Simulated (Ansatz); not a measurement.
BH5S: several calculations on one system

### Relaxation

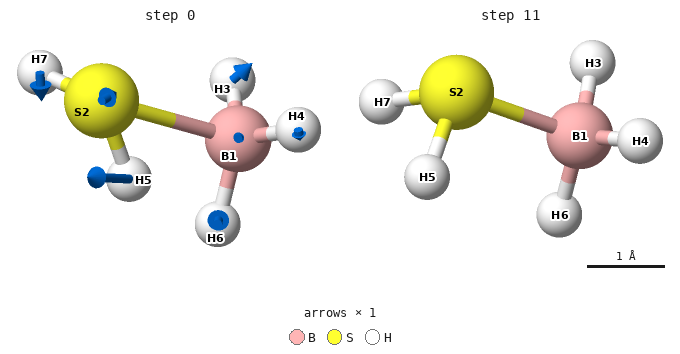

The structure of BH$_{5}$S (started from a transition state, displaced along its imaginary mode) before (left) and after (right) a relaxation, at one scale. The blue arrows give the displacements, at their true length.

A ball-and-stick model, seen from a free direction.

These are results of RKS PBE0-D4/def2-TZVP (Ansatz 0.2.0), not measurements.

Input
```yaml
crystal:
  periodic: [false, false, false]
  atoms:
    - {symbol: B, position_ang: [-0.271292, -0.745094, -0.163946]}
    - {symbol: S, position_ang: [0.965599, 1.071177, -0.090263]}
    - {symbol: H, position_ang: [-1.210384, -0.386221, -0.819162]}
    - {symbol: H, position_ang: [0.597748, -1.477667, -0.582612]}
    - {symbol: H, position_ang: [0.428177, 0.405079, 0.781564]}
    - {symbol: H, position_ang: [-0.483813, -0.858721, 0.993379]}
    - {symbol: H, position_ang: [-0.026135, 1.991548, -0.118961]}
basis:
  gaussian: {orbitals: def2-TZVP}
hamiltonian: {xc: pbe0, dispersion: d4}
relax: {f_tol: 0.005, max_steps: 200}
```

Launched with:
```bash
ansatz run in.yaml --threads 2 --pin off --events-out ev --progress --plain --max-ram 4352MiB
```

Q: Summarise the run.

A: The energy falls by 1.015 eV in 11 geometry steps. The largest force component goes from 4.3 to 0.0036 eV/Å. The atom that moves furthest after the best rigid fit is H5 (1.08 Å). By element the largest moves are H 1.08 Å, S 0.36 Å, B 0.10 Å. Among the contacts that change: B1–S2 2.199 → 1.975 Å, S2–H5 1.222 → 1.346 Å, B1–H6 1.182 → 1.203 Å, B1–H3 1.200 → 1.207 Å. Among the angles between lasting bonds that change: B1–S2–H5 47.6° → 103.7°, H3–B1–H4 123.6° → 113.6°, S2–B1–H6 98.5° → 107.0°. Groups turn about B1–S2 by about 40°. The run took 15 s on 2 threads of Arm Neoverse V1, with other jobs on the host.

### Relaxation

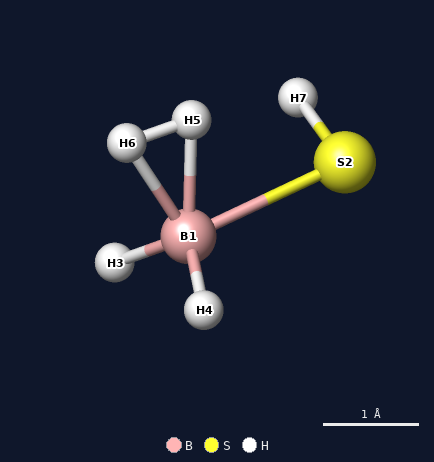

BH₅S (started from a transition state, displaced along its imaginary mode), before the relaxation. A ball-and-stick model, seen from a free direction.

These are results of Ansatz, RKS PBE0-D4/def2-TZVP, not measurements.

The input:
```yaml
crystal:
  periodic: [false, false, false]
  atoms:
    - {symbol: B, position_ang: [-0.084935, -0.471588, -0.274616]}
    - {symbol: S, position_ang: [0.988194, 1.091991, -0.300687]}
    - {symbol: H, position_ang: [-1.191895, -0.376068, -0.750701]}
    - {symbol: H, position_ang: [0.572256, -1.451581, -0.512958]}
    - {symbol: H, position_ang: [0.082079, -0.060249, 0.935470]}
    - {symbol: H, position_ang: [-0.346123, -0.692377, 1.032973]}
    - {symbol: H, position_ang: [-0.019677, 1.959972, -0.129481]}
basis:
  gaussian: {orbitals: def2-TZVP}
hamiltonian: {xc: pbe0, dispersion: d4}
relax: {f_tol: 0.005, max_steps: 200}
```

Run as
```bash
ansatz run in.yaml --threads 2 --pin off --events-out ev --progress --plain --max-ram 4352MiB
```

### Predict the outcome.

Over 28 accepted moves (32 points after the start) the energy falls by 70.0 kJ/mol. Largest force component: 1.9 eV/Å at the start, 0.0022 eV/Å at the end. The line search rejected the trial steps at points 3, 9, 16, 20 of the run. The forces were under the threshold at step 27, but the run went on from there. The atom that moves furthest after the best rigid fit is H5 (1.37 Å). By element the largest moves are H 1.37 Å, B 0.71 Å, S 0.48 Å. Some distances before and after: B1–H6 1.352 → 3.306 Å, B1–H5 1.289 → 3.107 Å, S2–H5 1.917 → 3.668 Å, B1–S2 1.897 → 1.766 Å. Bonds break, among them: B1–H5 (1.29 → 3.11 Å), B1–H6 (1.35 → 3.31 Å). Among the angles between lasting bonds that change: S2–B1–H3 116.6° → 121.4°, S2–B1–H4 111.1° → 115.8°, H3–B1–H4 119.1° → 122.7°. The run took 36 s on 2 threads of Arm Neoverse V1 (shared host).

Step by step:

| step | E − E(0), kJ/mol | largest force component, eV/Å | note |
| --- | --- | --- | --- |
| 0 | 0.00 | 1.9227 |  |
| 1 | -19.40 | 0.8677 |  |
| 2 | -25.01 | 0.5124 |  |
| 3 | -20.23 | 1.0141 | rejected |
| 4 | -30.08 | 0.3497 |  |
| 5 | -34.58 | 0.3213 |  |
| 6 | -39.55 | 0.3955 |  |
| 7 | -44.88 | 1.1498 |  |
| 8 | -54.22 | 1.3390 |  |
| 9 | -21.11 | 2.0133 | rejected |
| 10 | -61.34 | 0.4309 |  |
| 11 | -64.11 | 0.2694 |  |
| 12 | -66.52 | 0.3657 |  |
| 13 | -68.93 | 0.2259 |  |
| 15 | -69.77 | 0.0379 |  |
| 16 | -69.76 | 0.0404 | rejected |
| 17 | -69.81 | 0.0153 |  |
| 18 | -69.87 | 0.1072 |  |
| 19 | -69.90 | 0.0433 |  |
| 20 | -69.88 | 0.0843 | rejected |
| 22 | -69.93 | 0.0534 |  |
| 23 | -69.94 | 0.0386 |  |
| 24 | -69.96 | 0.0317 |  |
| 25 | -69.96 | 0.0762 |  |
| 26 | -69.97 | 0.0255 |  |
| 27 | -69.98 | 0.0010 |  |
| 29 | -69.98 | 0.0192 |  |
| 30 | -69.98 | 0.0153 |  |
| 31 | -69.98 | 0.0031 |  |
| 32 | -69.98 | 0.0022 |  |

The structure at the end:

```xyz
7

B     0.0714   -0.2017   -0.9095
S     1.0409    1.2650   -0.7470
H    -1.1159   -0.1567   -0.9790
H     0.6809   -1.2248   -0.9490
H    -0.1119   -0.6549    2.1586
H    -0.6184   -1.2034    2.1643
H     0.0529    2.1767   -0.7383
```

The end point in the same view:

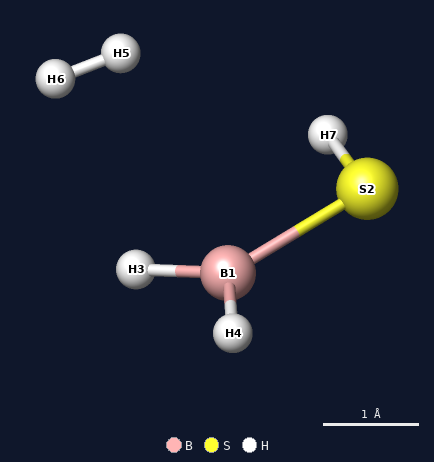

### Reaction

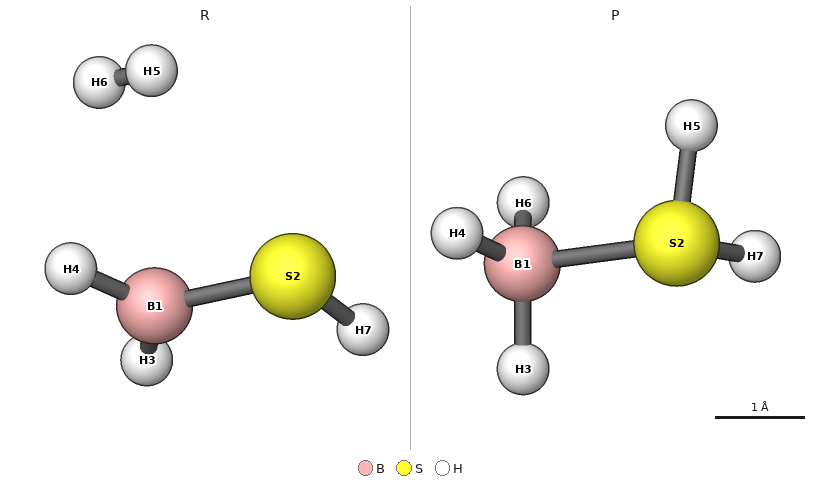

Reactant (R) and product (P) of one elementary step of BH5S. The picture is a ball-and-stick view, seen at a tilt.

Stationary points at PBE0-D4/def2-TZVP, single-point energies with CCSD(T)/CBS, SPW92 (LDA), CCSD(T), CAM-B3LYP-D4, r2SCAN-D4, wB97M-V (def2-TZVPP where no basis is named; Ansatz 0.2.0). The energies are electronic, without zero-point or thermal terms, and both ends are the minima reached downhill from the saddle, with any fragments still in contact. CCSD(T)/CBS stands for a frozen-core estimate: MP2 correlation extrapolated from def2-TZVPP and def2-QZVPP, CCSD(T) minus MP2 from the smaller set.

R:
```xyz
7

B     0.0563   -0.2135   -0.9079
S     1.0244    1.2578   -0.7814
H    -1.1321   -0.1725   -0.9575
H     0.6679   -1.2354   -0.9444
H    -0.0729   -0.6267    2.1686
H    -0.5777   -1.1764    2.1902
H     0.0341    2.1669   -0.7676
```

P:
```xyz
7

B    -0.3747   -0.7416   -0.2164
S     0.6898    0.9224   -0.2260
H    -1.1038   -0.5370   -1.1568
H     0.4899   -1.5536   -0.4418
H     1.3679    0.8736    0.9358
H    -0.9038   -0.8132    0.8611
H    -0.1654    1.8495    0.2442
```

What is the transition state like, and how high is the barrier?

Answer. Counted by bonded pieces, R holds BH₃S + H₂ and P holds BH₅S. From R over the saddle to P, bonds form: B1–H6 (3.31 → 1.27 → 1.20 Å), S2–H5 (3.67 → 1.57 → 1.35 Å). A bond breaks: H5–H6 (0.75 → 1.17 → 2.83 Å). The saddle has one imaginary mode, 736i cm⁻¹. With CCSD(T)/CBS the barrier is 25.0 kcal/mol from R and 18.7 kcal/mol from P, and P lies 6.3 kcal/mol above R.

```csv
level,barrier from R (kcal/mol),barrier from P (kcal/mol),P less R (kcal/mol)
CCSD(T)/CBS,25.0,18.7,6.3
SPW92 (LDA),6.4,11.2,−4.8
CCSD(T),25.4,19.3,6.1
CAM-B3LYP-D4,23.9,19.3,4.6
r2SCAN-D4,18.9,15.1,3.8
wB97M-V,23.4,18.6,4.8
```

Against CCSD(T)/CBS, CCSD(T) comes closest on the barrier from R (+0.4 kcal/mol) and SPW92 (LDA) misses most (−18.6 kcal/mol).

Saddle geometry:

```xyz
7

B    -0.1781   -0.6083   -0.2193
S     0.9769    1.0816   -0.1955
H    -1.2011   -0.3811   -0.7849
H     0.5850   -1.4646   -0.5478
H     0.2551    0.1724    0.8585
H    -0.4150   -0.7755    1.0132
H    -0.0229    1.9758   -0.1242
```

The saddle point in the same view, with dashed sticks for the bonds that form or break:

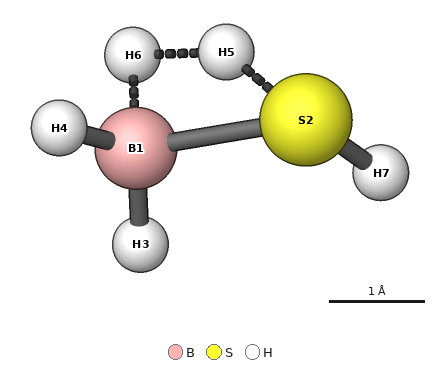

Limits of the set-up: the start holds two separate molecules, 3.1 Å apart at their closest, whose relative position is a soft coordinate.

### Path

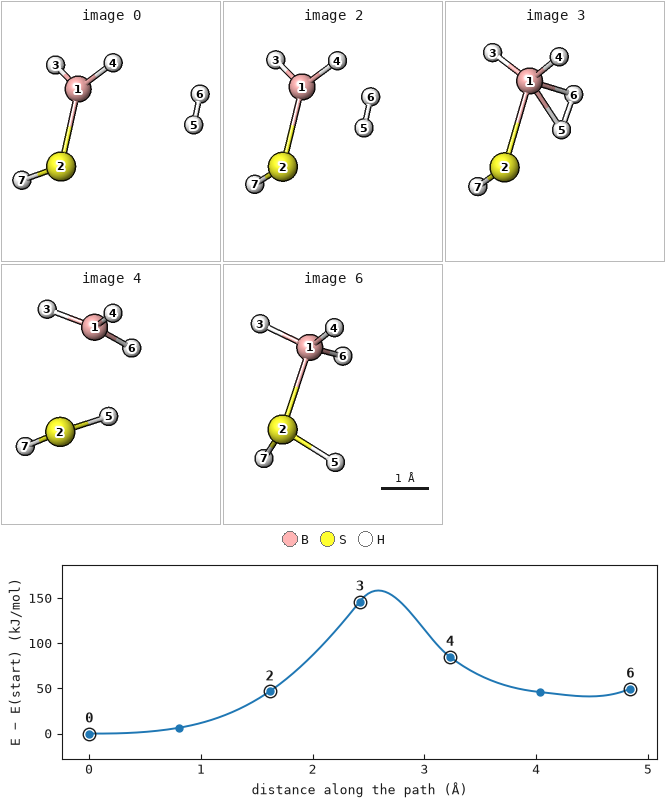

NEB run on BH₅S, made up of BH₃S and H2. Images are numbered from 0 (start) to 6 (end). Style: ball-and-stick. Shown from a free direction.

Level of theory: RHF/def2-TZVP in Ansatz 0.2.0.

Input
```yaml
crystal:
  periodic: [false, false, false]
  atoms:
    - {symbol: B, position_ang: [0.100098, -0.161750, -0.914767]}
    - {symbol: S, position_ang: [1.058470, 1.298993, -0.658810]}
    - {symbol: H, position_ang: [-1.084663, -0.116773, -1.018935]}
    - {symbol: H, position_ang: [0.714497, -1.180575, -0.979824]}
    - {symbol: H, position_ang: [-0.175659, -0.748582, 2.123574]}
    - {symbol: H, position_ang: [-0.679998, -1.298098, 2.089797]}
    - {symbol: H, position_ang: [0.067154, 2.206885, -0.641035]}
basis:
  gaussian: {orbitals: def2-TZVP}
hamiltonian: {xc: hf}
neb:
  images: 5
  climbing: false
  max_iterations: 60
  initial_path: linear
  final_atoms:
    - {symbol: B, position_ang: [-0.345679, -0.749565, -0.236240]}
    - {symbol: S, position_ang: [0.667537, 0.945594, -0.194646]}
    - {symbol: H, position_ang: [-1.053709, -0.554583, -1.194631]}
    - {symbol: H, position_ang: [0.549265, -1.532234, -0.446689]}
    - {symbol: H, position_ang: [1.313613, 0.901850, 0.985441]}
    - {symbol: H, position_ang: [-0.902712, -0.851287, 0.824654]}
    - {symbol: H, position_ang: [-0.228415, 1.840328, 0.262110]}
```

Run as
```bash
ansatz run in.yaml --threads 2 --pin off --events-out ev --progress --plain --max-ram 4352MiB
```

> What happens along the path, and what is the barrier?

Breaking: H5–H6 (0.75 → 0.89 at the top → 2.83 Å). Forming: B1–H6 (3.31 → 1.35 at the top → 1.20 Å), S2–H5 (3.67 → 1.85 at the top → 1.35 Å). The energy climbs by 146.2 kJ/mol to image 3 and then falls by 96.5 kJ/mol, so the end point sits at +49.6 kJ/mol. The band converged in 13 iterations. The largest component of the band force went from 5.4 to 0.049 eV/Å. No image climbed, so the highest image needn't lie on the saddle point, and the true maximum along this path can be higher. The largest force component is 0.71 eV/Å at the start and 0.99 eV/Å at the end; an end with forces this large is no minimum, and the barrier measured from it can be far off.

Limits of the set-up: the start holds two separate molecules, 3.1 Å apart at their closest, whose relative position is a soft coordinate and is computed without a dispersion correction; Hartree-Fock leaves out electron correlation.
